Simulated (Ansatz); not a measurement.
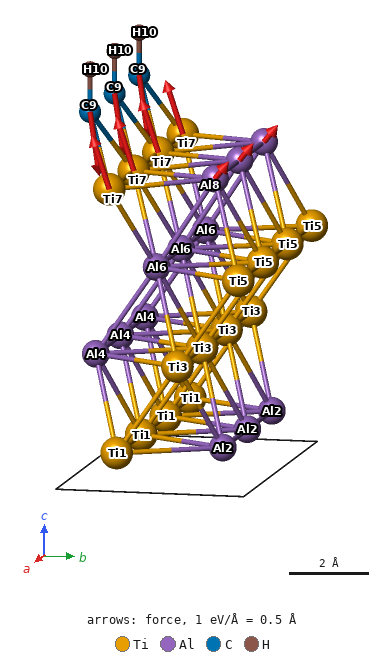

Starting geometry of a slab of composition Ti$_{4}$Al$_{4}$HC (cut from the P4/mmm phase) with the computed forces as red arrows. A ball-and-stick model of the 3 × 1 repeat of the cell, outlined in the plane, without the vacuum, seen slightly off an axis.

Case: CH put at a hollow Ti-Ti-Al site. The slab is the (1 0 1) face of TiAl with CH on it. 4 atoms are held fixed.

Theory: DFT PBEsol, scalar-relativistic, plane waves, PAW in Ansatz. Settings: plane-wave cutoff 420 eV; k-point mesh 10 × 6 × 1; occupations gaussian; smearing width 0.1 eV; no spin polarisation; dipole correction; atoms relaxed in a fixed cell; force threshold 0.03 eV/Å; at most 70 steps.

Q: What follows when this structure is relaxed?

A: It isn't relaxed: the largest force vector, on C9, is 3.36 eV/Å. The final displacements follow the starting forces only in part (cosine between the two patterns 0.67). Over 5 accepted moves (6 points after the start) the energy falls by 1.085 eV per cell of the calculation. The largest force component goes from 3.3 to 0.018 eV/Å. The line search rejected the trial step at point 3 of the run. The largest move is that of C9, 0.43 Å at 24° to the normal (−c side). Largest moves by element: C 0.43 Å, H 0.40 Å, Ti 0.25 Å, Al 0.17 Å. The cell doesn't change. Among the contacts that change: Ti7–C9 2.373 → 1.947 Å, Al8–C9 2.294 → 2.038 Å, Ti5–Ti7 2.714 → 2.962 Å, Al6–Ti7 2.775 → 2.913 Å. Among the angles between lasting bonds that change: Ti7–C9–Ti7 72.2° → 91.7°, Al8–C9–H10 134.2° → 119.7°, Ti7–C9–Al8 74.9° → 88.6°. Cost: 5.1 min on 1 thread of Arm Neoverse V1, with other jobs on the host, peak memory 0.66 GiB.

Limits of the set-up: the periodic images lie only 2.8 Å apart, so the values are limited by the cell's size.
